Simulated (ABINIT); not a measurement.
# BiBSe3 (Pm-3m): zone-centre phonons

Aim: the zone-centre modes of BiBSe3 (Pm-3m).

Main program and level: ABINIT 10.8.3; DFT LDA, scalar-relativistic, plane waves, HGH norm-conserving pseudopotentials.

The structure was built from a prototype and need not be the compound's stable phase.

### Step 1. Set-up

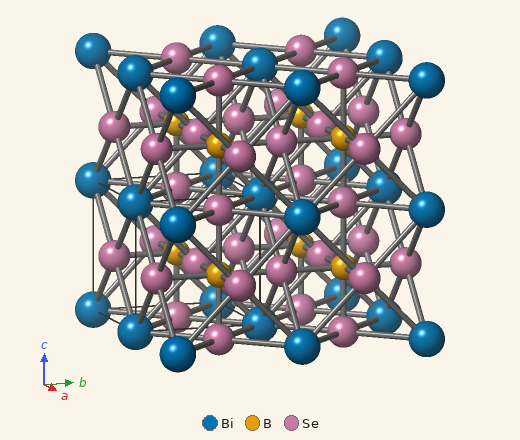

The starting structure, seen slightly off an axis (bismuth blue, boron orange, selenium pink). 2×2×2 cells are drawn. Some periodic images of atoms are drawn too.

Coordinates:

```cif
data_structure
_symmetry_space_group_name_H-M 'P 1'
_symmetry_Int_Tables_number 1
_cell_length_a 4.3650
_cell_length_b 4.3650
_cell_length_c 4.3650
_cell_angle_alpha 90.000
_cell_angle_beta 90.000
_cell_angle_gamma 90.000
_cell_volume 83.17
loop_
_atom_site_label
_atom_site_type_symbol
_atom_site_fract_x
_atom_site_fract_y
_atom_site_fract_z
_atom_site_occupancy
Bi1 Bi 0.00000 0.00000 0.00000 1
B2 B 0.50000 0.50000 0.50000 1
Se3 Se 0.50000 0.50000 0.00000 1
Se4 Se 0.50000 0.00000 0.50000 1
Se5 Se 0.00000 0.50000 0.50000 1
```

### Step 2. A first look

A first run with smearing and empty bands tells whether the crystal has a gap, which decides between fixed occupations and smearing later on.

probe.abi

```
# ground state
tolvrs 1.0d-08
prtden 1
prtwf 1

# basis, mesh and filling
ecut 40.0
ixc 7
ngkpt 4 4 4
nshiftk 1
shiftk 0.0 0.0 0.0
istwfk *1
occopt 7
tsmear 0.005
nband 20
nstep 100
diemac 9.0
prtebands 0
prtgsr 0

# cell and atoms
acell 3*1.0 Angstrom
rprim 
    4.365 0.0 0.0
    0.0 4.365 0.0
    0.0 0.0 4.365
ntypat 3
znucl 83 5 34
natom 5
typat 1 2 3 3 3
xred 
    0.0 0.0 0.0
    0.5 0.5 0.5
    0.5 0.5 0.0
    0.5 0.0 0.5
    0.0 0.5 0.5
pp_dirpath "./pseudo"
pseudos "Bi.hgh, B.hgh, Se.hgh"
```

Run with:

```
$ OMP_NUM_THREADS=1 mpirun -n 4 abinit probe.abi > probe.log
```

Numbers of over 12 decimals in the logs are rounded to 6 here.

probe.abo, the main output file:

```text
[banners, grids, parts of the stress and lines that vanish by symmetry left out]
- input  file    -> probe.abi
- output file    -> probe.abo
- root for input  files -> probei
[...]
Symmetries : space group Pm -3 m (#221); Bravais cP (primitive cubic)
[...]
mpw =        6816          nfft =      110592          nkpt =          10
[...]
== DATASET  1 ==================================================================
[...]
cutoff_energies: {ecut:  40.0, pawecutdg:  -1.0, }
[...]
Exchange-correlation functional for the present dataset will be:
  LDA: Perdew-Wang 92 LSD fit to Ceperley-Alder data - ixc=7
[...]
ETOT  1  -36.444291778430    -3.644E+01 3.700E-02 3.556E+03
 ETOT  2  -36.685156742015    -2.409E-01 2.378E-02 1.738E+03
 ETOT  3  -36.875173736507    -1.900E-01 2.019E-02 4.350E+01
 ETOT  4  -36.879438886333    -4.265E-03 9.989E-03 8.981E+00
 ETOT  5  -36.881019541383    -1.581E-03 1.475E-03 1.667E-01
 ETOT  6  -36.881052555176    -3.301E-05 1.010E-03 1.606E-02
 ETOT  7  -36.881054915973    -2.361E-06 6.749E-05 1.714E-04
 ETOT  8  -36.881054941036    -2.506E-08 7.090E-05 9.849E-07
 ETOT  9  -36.881054941161    -1.243E-10 5.270E-05 6.836E-09
 At SCF step    9       vres2   =  6.84E-09 < tolvrs=  1.00E-08 =>converged.
[...]
sigma(1 1)= -4.46371255E-04  sigma(3 2)=  0.00000000E+00
  sigma(2 2)= -4.46371255E-04  sigma(3 1)=  0.00000000E+00
  sigma(3 3)= -4.46371255E-04  sigma(2 1)=  0.00000000E+00
[...]
convergence: {deltae: -1.243E-10, res2:  6.836E-09, residm:  5.270E-05, diffor: null, }
etotal    :  -3.68810549E+01
[...]
sigma(1 1)= -4.46371255E-04  sigma(3 2)=  0.00000000E+00
  sigma(2 2)= -4.46371255E-04  sigma(3 1)=  0.00000000E+00
  sigma(3 3)= -4.46371255E-04  sigma(2 1)=  0.00000000E+00
[...]
- sigma(1 1)= -1.31326957E+01  sigma(3 2)=  0.00000000E+00
- sigma(2 2)= -1.31326957E+01  sigma(3 1)=  0.00000000E+00
- sigma(3 3)= -1.31326957E+01  sigma(2 1)=  0.00000000E+00
[...]
fcart     -0.0000000000E+00 -0.0000000000E+00 -0.0000000000E+00
           strten     -4.4637125546E-04 -4.4637125546E-04 -4.4637125546E-04
================================================================================

[key lines of the parts left out:]
pressure_GPa:   1.3133E+01
```

Run time: 10 s. Hardware: 4 MPI ranks of Arm Neoverse V2, shared host; 40 s of CPU time.

Read from the output:

- volume per atom: 16.63 Å³
- pressure: 13.13 GPa
- gap on the k-mesh: 0 eV

No gap opens on this mesh, so smearing is kept; the printed pressure holds the stress of the finite basis too.

### Step 3. Rough relaxation

The typed start is rough, so a first relaxation with smearing and loose thresholds takes it towards rest cheaply.

prerelax.abi

```
# relaxation
ionmov 2
optcell 2
dilatmx 1.15
chkdilatmx 0
ntime 40
tolmxf 3.0d-04
tolvrs 1.0d-10
prtwf 0
prtden 0
chksymtnons 0

# basis, mesh and filling
ecut 40.0
ecutsm 3.0
ixc 7
ngkpt 4 4 4
nshiftk 1
shiftk 0.0 0.0 0.0
istwfk *1
occopt 7
tsmear 0.005
nband 20
nstep 100
diemac 1000000.0
prtebands 0
prtgsr 0

# cell and atoms
acell 3*1.0 Angstrom
rprim 
    4.365 0.0 0.0
    0.0 4.365 0.0
    0.0 0.0 4.365
ntypat 3
znucl 83 5 34
natom 5
typat 1 2 3 3 3
xred 
    0.0 0.0 0.0
    0.5 0.5 0.5
    0.5 0.5 0.0
    0.5 0.0 0.5
    0.0 0.5 0.5
pp_dirpath "./pseudo"
pseudos "Bi.hgh, B.hgh, Se.hgh"
```

Run with:

```
$ OMP_NUM_THREADS=1 mpirun -n 4 abinit prerelax.abi > prerelax.log
```

prerelax.abo, the main output file:

```text
[banners, grids, parts of the stress and lines that vanish by symmetry left out]
- input  file    -> prerelax.abi
- output file    -> prerelax.abo
- root for input  files -> prerelaxi
[...]
Symmetries : space group Pm -3 m (#221); Bravais cP (primitive cubic)
[...]
mpw =       10395          nfft =      216000          nkpt =          10
[...]
== DATASET  1 ==================================================================
[...]
cutoff_energies: {ecut:  40.0, pawecutdg:  -1.0, }
[...]
Exchange-correlation functional for the present dataset will be:
  LDA: Perdew-Wang 92 LSD fit to Ceperley-Alder data - ixc=7
[...]
ETOT  1  -36.438734071304    -3.644E+01 3.249E-02 6.884E+03
 ETOT  2  -36.759379929648    -3.206E-01 2.155E-02 1.885E+03
 ETOT  3  -36.877561378711    -1.182E-01 1.538E-02 5.023E+01
 ETOT  4  -36.880944303762    -3.383E-03 5.425E-02 6.076E-01
[...]
ETOT  7  -36.894709953497     2.274E-13 4.009E-11 1.088E-11
 At SCF step    7       vres2   =  1.09E-11 < tolvrs=  1.00E-10 =>converged.
[...]
sigma(1 1)= -4.55555030E-08  sigma(3 2)=  0.00000000E+00
  sigma(2 2)= -4.55555030E-08  sigma(3 1)=  0.00000000E+00
  sigma(3 3)= -4.55555030E-08  sigma(2 1)=  0.00000000E+00
[...]
convergence: {deltae:  2.274E-13, res2:  1.088E-11, residm:  4.009E-11, diffor: null, }
etotal    :  -3.68947100E+01
[...]
At Broyd/MD step   5, gradients are converged :
[...]
sigma(1 1)= -4.55555030E-08  sigma(3 2)=  0.00000000E+00
  sigma(2 2)= -4.55555030E-08  sigma(3 1)=  0.00000000E+00
  sigma(3 3)= -4.55555030E-08  sigma(2 1)=  0.00000000E+00
[...]
- sigma(1 1)= -1.34028917E-03  sigma(3 2)=  0.00000000E+00
- sigma(2 2)= -1.34028917E-03  sigma(3 1)=  0.00000000E+00
- sigma(3 3)= -1.34028917E-03  sigma(2 1)=  0.00000000E+00
[...]
fcart     -0.0000000000E+00 -0.0000000000E+00 -0.0000000000E+00
           strten     -4.5555503007E-08 -4.5555503007E-08 -4.5555503004E-08
================================================================================

[key lines of the parts left out:]
pressure_GPa:   1.3403E-03
Total energy (etotal) [Ha]= -3.68947099534974E+01
```

Wall time 83 s (4 MPI ranks).

Relaxation path:

```tsv
step	energy less that of the first step (eV)	largest force (eV/Å)	volume (Å³)
1	0.0000	0.0000	83.17
2	-0.2213	0.0000	86.57
3	-0.3706	0.0000	92.26
4	-0.3735	0.0000	93.14
5	-0.3736	0.0000	93.24
```

```tsv
conventional cell, symmetrised	before	after	change
a (Å)	4.365	4.535	+3.9 %
b (Å)	4.365	4.535	+3.9 %
c (Å)	4.365	4.535	+3.9 %
volume (Å³/atom)	16.63	18.65	+12.1 %
```

Final coordinates:

```xyz
5
Lattice="4.5345 0.0000 0.0000 0.0000 4.5345 0.0000 0.0000 0.0000 4.5345" Properties=species:S:1:pos:R:3 pbc="T T T"
Bi    0.0000    0.0000    0.0000
B     2.2673    2.2673    2.2673
Se    2.2673    2.2673    0.0000
Se    2.2673    0.0000    2.2673
Se    0.0000    2.2673    2.2673
```

Read from the output:

```yaml
volume_per_atom: 18.65 Å³
pressure: 0.001340 GPa
```

The volume changes by +12.1 % in this run and stands +12.1 % from the first cell.

### Step 4. Rough relaxation

The cell changed much, so the rough relaxation is repeated on a basis made for the new cell.

prerelax.abi: that of step 3 with these lines changed.

```diff
@@ -31,5 +31,5 @@
 rprim 
-    4.365 0.0 0.0
-    0.0 4.365 0.0
-    0.0 0.0 4.365
+    4.534515848 0.0 0.0
+    0.0 4.534515848 0.0
+    0.0 0.0 4.534515848
 ntypat 3
```

prerelax.abo, the main output file:

```text
[banners, grids, parts of the stress and lines that vanish by symmetry left out]
- input  file    -> prerelax.abi
- output file    -> prerelax.abo
- root for input  files -> prerelaxi
[...]
Symmetries : space group Pm -3 m (#221); Bravais cP (primitive cubic)
[...]
mpw =       11656          nfft =      216000          nkpt =          10
[...]
== DATASET  1 ==================================================================
[...]
cutoff_energies: {ecut:  40.0, pawecutdg:  -1.0, }
[...]
Exchange-correlation functional for the present dataset will be:
  LDA: Perdew-Wang 92 LSD fit to Ceperley-Alder data - ixc=7
[...]
ETOT  1  -36.536688590313    -3.654E+01 5.092E-02 5.729E+03
 ETOT  2  -36.807488009890    -2.708E-01 1.146E-02 1.249E+03
 ETOT  3  -36.893899137544    -8.641E-02 4.889E-03 1.015E+01
 ETOT  4  -36.894608562607    -7.094E-04 2.728E-03 9.434E-01
 ETOT  5  -36.894664047091    -5.548E-05 2.579E-03 4.027E-01
[...]
ETOT 10  -36.894709953497    -6.111E-13 3.737E-05 2.966E-10
 ETOT 11  -36.894709953496     9.592E-13 2.950E-05 3.723E-14
 At SCF step   11       vres2   =  3.72E-14 < tolvrs=  1.00E-10 =>converged.
[...]
sigma(1 1)= -4.55086123E-08  sigma(3 2)=  0.00000000E+00
  sigma(2 2)= -4.55086123E-08  sigma(3 1)=  0.00000000E+00
  sigma(3 3)= -4.55086123E-08  sigma(2 1)=  0.00000000E+00
[...]
convergence: {deltae:  9.592E-13, res2:  3.723E-14, residm:  2.950E-05, diffor: null, }
etotal    :  -3.68947100E+01
[...]
At Broyd/MD step   1, gradients are converged :
[...]
sigma(1 1)= -4.55086123E-08  sigma(3 2)=  0.00000000E+00
  sigma(2 2)= -4.55086123E-08  sigma(3 1)=  0.00000000E+00
  sigma(3 3)= -4.55086123E-08  sigma(2 1)=  0.00000000E+00
[...]
- sigma(1 1)= -1.33890960E-03  sigma(3 2)=  0.00000000E+00
- sigma(2 2)= -1.33890960E-03  sigma(3 1)=  0.00000000E+00
- sigma(3 3)= -1.33890960E-03  sigma(2 1)=  0.00000000E+00
[...]
fcart     -0.0000000000E+00 -0.0000000000E+00 -0.0000000000E+00
           strten     -4.5508612332E-08 -4.5508612333E-08 -4.5508612335E-08
================================================================================

[key lines of the parts left out:]
pressure_GPa:   1.3389E-03
Total energy (etotal) [Ha]= -3.68947099534963E+01
```

Elapsed: 22 s, on 4 MPI ranks; 89 s of CPU time.

Little changed from the start: no atom moved by 0.005 Å and no cell edge by 0.1 %.

Numbers from this step:

| Item | Value |
| --- | --- |
| pressure | 0.001339 GPa |

The volume changes by +0.0 % in this run and stands +12.1 % from the first cell.

### Step 5. Relaxing the cell and atoms

The harmonic expansion needs vanishing forces, and a free crystal bears no stress, so cell and atoms are brought to rest. Stress is more sensitive to the basis than forces are: the last 3 Ha under the cutoff are smoothed with ecutsm, and the cutoff is raised above that of the later runs.

relax.abi

```
# relaxation
ionmov 2
optcell 2
dilatmx 1.08
ntime 40
tolmxf 1.0d-05
tolvrs 1.0d-14
prtwf 0
prtden 0
chksymtnons 0

# basis, mesh and filling
ecut 49.0
ecutsm 3.0
ixc 7
ngkpt 6 6 6
nshiftk 1
shiftk 0.0 0.0 0.0
istwfk *1
occopt 7
tsmear 0.01
nband 20
nstep 100
diemac 1000000.0
prtebands 0
prtgsr 0

# cell and atoms
acell 3*1.0 Angstrom
rprim 
    4.534515851 0.0 0.0
    0.0 4.534515851 0.0
    0.0 0.0 4.534515851
ntypat 3
znucl 83 5 34
natom 5
typat 1 2 3 3 3
xred 
    0.0 0.0 0.0
    0.5 0.5 0.5
    0.5 0.5 0.0
    0.5 0.0 0.5
    0.0 0.5 0.5
pp_dirpath "./pseudo"
pseudos "Bi.hgh, B.hgh, Se.hgh"
```

Run with:

```
$ OMP_NUM_THREADS=1 mpirun -n 4 abinit relax.abi > relax.log
```

relax.abo, the main output file:

```text
[banners, grids, parts of the stress and lines that vanish by symmetry left out]
- input  file    -> relax.abi
- output file    -> relax.abo
- root for input  files -> relaxi
[...]
Symmetries : space group Pm -3 m (#221); Bravais cP (primitive cubic)
[...]
mpw =       13037          nfft =      216000          nkpt =          20
[...]
== DATASET  1 ==================================================================
[...]
cutoff_energies: {ecut:  49.0, pawecutdg:  -1.0, }
[...]
Exchange-correlation functional for the present dataset will be:
  LDA: Perdew-Wang 92 LSD fit to Ceperley-Alder data - ixc=7
[...]
ETOT  1  -36.509139764952    -3.651E+01 4.099E-02 6.116E+03
 ETOT  2  -36.781789034945    -2.726E-01 1.180E-02 1.518E+03
 ETOT  3  -36.900308073696    -1.185E-01 6.900E-03 1.059E+01
 ETOT  4  -36.901179547391    -8.715E-04 2.942E-03 1.644E+00
 ETOT  5  -36.901330713976    -1.512E-04 1.705E-03 2.124E-01
[...]
At SCF step   12       vres2   =  3.97E-16 < tolvrs=  1.00E-14 =>converged.
[...]
sigma(1 1)=  2.13322599E-05  sigma(3 2)=  0.00000000E+00
  sigma(2 2)=  2.13322599E-05  sigma(3 1)=  0.00000000E+00
  sigma(3 3)=  2.13322599E-05  sigma(2 1)=  0.00000000E+00
[...]
convergence: {deltae: -7.390E-13, res2:  3.970E-16, residm:  2.141E-04, diffor: null, }
etotal    :  -3.69013544E+01
[...]
ETOT  1  -36.901337315429    -3.690E+01 1.100E-04 7.458E-01
[...]
At SCF step    9       vres2   =  1.88E-15 < tolvrs=  1.00E-14 =>converged.
[...]
sigma(1 1)=  1.55175147E-05  sigma(3 2)=  0.00000000E+00
  sigma(2 2)=  1.55175147E-05  sigma(3 1)=  0.00000000E+00
  sigma(3 3)=  1.55175147E-05  sigma(2 1)=  0.00000000E+00
[...]
convergence: {deltae:  7.745E-13, res2:  1.882E-15, residm:  6.243E-06, diffor: null, }
etotal    :  -3.69013766E+01
[...]
ETOT  1  -36.901128210610    -3.690E+01 8.353E-02 5.195E+00
[...]
At SCF step   10       vres2   =  1.37E-16 < tolvrs=  1.00E-14 =>converged.
[...]
sigma(1 1)= -1.46662468E-07  sigma(3 2)=  0.00000000E+00
  sigma(2 2)= -1.46662468E-07  sigma(3 1)=  0.00000000E+00
  sigma(3 3)= -1.46662468E-07  sigma(2 1)=  0.00000000E+00
[...]
convergence: {deltae: -3.979E-13, res2:  1.368E-16, residm:  9.496E-04, diffor: null, }
etotal    :  -3.69014013E+01
[...]
ETOT  1  -36.901401266937    -3.690E+01 3.954E-04 4.546E-04
[...]
ETOT  6  -36.901401290842     5.258E-13 1.783E-04 1.260E-12
 ETOT  7  -36.901401290842    -5.542E-13 7.862E-04 4.817E-15
 At SCF step    7       vres2   =  4.82E-15 < tolvrs=  1.00E-14 =>converged.
[...]
sigma(1 1)=  9.86262712E-10  sigma(3 2)=  0.00000000E+00
  sigma(2 2)=  9.86262712E-10  sigma(3 1)=  0.00000000E+00
  sigma(3 3)=  9.86262715E-10  sigma(2 1)=  0.00000000E+00
[...]
convergence: {deltae: -5.542E-13, res2:  4.817E-15, residm:  7.862E-04, diffor: null, }
etotal    :  -3.69014013E+01
[...]
At Broyd/MD step   4, gradients are converged :
[...]
sigma(1 1)=  9.86262712E-10  sigma(3 2)=  0.00000000E+00
  sigma(2 2)=  9.86262712E-10  sigma(3 1)=  0.00000000E+00
  sigma(3 3)=  9.86262715E-10  sigma(2 1)=  0.00000000E+00
[...]
- sigma(1 1)=  2.90168508E-05  sigma(3 2)=  0.00000000E+00
- sigma(2 2)=  2.90168508E-05  sigma(3 1)=  0.00000000E+00
- sigma(3 3)=  2.90168509E-05  sigma(2 1)=  0.00000000E+00
[...]
fcart     -0.0000000000E+00 -0.0000000000E+00 -0.0000000000E+00
           strten      9.8626271212E-10  9.8626271212E-10  9.8626271473E-10
================================================================================

[key lines of the parts left out:]
pressure_GPa:  -2.9017E-05
Total energy (etotal) [Ha]= -3.69014012908424E+01
```

Run time: 2.3 min. Hardware: 4 MPI ranks.

The steps of the relaxation:

```tsv
step	energy less that of the first step (eV)	largest force (eV/Å)	volume (Å³)
1	0.0000	0.0000	93.24
2	-0.0006	0.0000	93.06
3	-0.0013	0.0000	92.59
4	-0.0013	0.0000	92.59
```

```tsv
conventional cell, symmetrised	before	after	change
a (Å)	4.535	4.524	-0.2 %
b (Å)	4.535	4.524	-0.2 %
c (Å)	4.535	4.524	-0.2 %
volume (Å³/atom)	18.65	18.52	-0.7 %
```

The relaxed structure:

```cif
data_structure
_symmetry_space_group_name_H-M 'P 1'
_symmetry_Int_Tables_number 1
_cell_length_a 4.5240
_cell_length_b 4.5240
_cell_length_c 4.5240
_cell_angle_alpha 90.000
_cell_angle_beta 90.000
_cell_angle_gamma 90.000
_cell_volume 92.59
loop_
_atom_site_label
_atom_site_type_symbol
_atom_site_fract_x
_atom_site_fract_y
_atom_site_fract_z
_atom_site_occupancy
Bi1 Bi 0.00000 0.00000 0.00000 1
B2 B 0.50000 0.50000 0.50000 1
Se3 Se 0.50000 0.50000 0.00000 1
Se4 Se 0.50000 0.00000 0.50000 1
Se5 Se 0.00000 0.50000 0.50000 1
```

Read from the output:

- volume per atom: 18.52 Å³
- pressure: -2.90e-5 GPa

The volume changes by -0.7 % in this run and stands +11.3 % from the first cell.

### Step 6. Self-consistent run for the response

First-order wavefunctions inherit every error of the ground state, hence the very tight tolvrs. Smearing stays on, as the first look found no gap above 0.3 eV.

gs.abi

```
# ground state
tolvrs 1.0d-16
prtden 1
prtwf 1

# basis, mesh and filling
ecut 40.0
ixc 7
ngkpt 6 6 6
nshiftk 1
shiftk 0.0 0.0 0.0
istwfk *1
occopt 7
tsmear 0.01
nband 20
nstep 100
diemac 1000000.0
prtebands 0
prtgsr 0

# cell and atoms
acell 3*1.0 Angstrom
rprim 
    4.523995512 0.0 0.0
    0.0 4.523995512 0.0
    0.0 0.0 4.523995512
ntypat 3
znucl 83 5 34
natom 5
typat 1 2 3 3 3
xred 
    0.0 0.0 0.0
    0.5 0.5 0.5
    0.5 0.5 0.0
    0.5 0.0 0.5
    0.0 0.5 0.5
pp_dirpath "./pseudo"
pseudos "Bi.hgh, B.hgh, Se.hgh"
```

Run with:

```
$ OMP_NUM_THREADS=1 mpirun -n 4 abinit gs.abi > gs.log
```

gs.abo, the main output file:

```text
[banners, grids, parts of the stress and lines that vanish by symmetry left out]
- input  file    -> gs.abi
- output file    -> gs.abo
- root for input  files -> gsi
[...]
Symmetries : space group Pm -3 m (#221); Bravais cP (primitive cubic)
[...]
mpw =        7583          nfft =      125000          nkpt =          20
[...]
== DATASET  1 ==================================================================
[...]
cutoff_energies: {ecut:  40.0, pawecutdg:  -1.0, }
[...]
Exchange-correlation functional for the present dataset will be:
  LDA: Perdew-Wang 92 LSD fit to Ceperley-Alder data - ixc=7
[...]
ETOT  1  -36.516129857666    -3.652E+01 3.593E-02 3.510E+03
 ETOT  2  -36.782932243369    -2.668E-01 1.067E-02 8.636E+02
 ETOT  3  -36.900215907475    -1.173E-01 3.571E-03 5.859E+00
 ETOT  4  -36.901065378799    -8.495E-04 2.887E-03 9.118E-01
 ETOT  5  -36.901207660386    -1.423E-04 2.413E-03 1.165E-01
[...]
ETOT 11  -36.901230072072     3.624E-13 3.289E-05 2.559E-14
 ETOT 12  -36.901230072073    -8.527E-13 3.028E-05 9.991E-17
 At SCF step   12       vres2   =  9.99E-17 < tolvrs=  1.00E-16 =>converged.
[...]
sigma(1 1)=  1.88783789E-06  sigma(3 2)=  0.00000000E+00
  sigma(2 2)=  1.88783789E-06  sigma(3 1)=  0.00000000E+00
  sigma(3 3)=  1.88783789E-06  sigma(2 1)=  0.00000000E+00
[...]
convergence: {deltae: -8.527E-13, res2:  9.991E-17, residm:  3.028E-05, diffor: null, }
etotal    :  -3.69012301E+01
[...]
sigma(1 1)=  1.88783789E-06  sigma(3 2)=  0.00000000E+00
  sigma(2 2)=  1.88783789E-06  sigma(3 1)=  0.00000000E+00
  sigma(3 3)=  1.88783789E-06  sigma(2 1)=  0.00000000E+00
[...]
- sigma(1 1)=  5.55421082E-02  sigma(3 2)=  0.00000000E+00
- sigma(2 2)=  5.55421082E-02  sigma(3 1)=  0.00000000E+00
- sigma(3 3)=  5.55421082E-02  sigma(2 1)=  0.00000000E+00
[...]
fcart     -0.0000000000E+00 -0.0000000000E+00 -0.0000000000E+00
           strten      1.8878378855E-06  1.8878378855E-06  1.8878378855E-06
================================================================================

[key lines of the parts left out:]
pressure_GPa:  -5.5542E-02
```

The job ended after 26 s (4 MPI ranks).

Numbers from this step:

```
pressure : -0.05554 GPa
```

The cell stands at -0.056 GPa, close enough for phonons.

[end of part 1 of 3]

[Host names and launcher messages were left out of these logs when they were recorded.]

[Logs are printed without paths, hosts, clocks, repeated set-up lines and the standing remarks that a program may print on its own settings, such as how far it seeks lower states.]

[Hosts, paths, dates, database ids (printed as entryN), source tags and the programs' standing remarks are cut or masked in the printed files.]
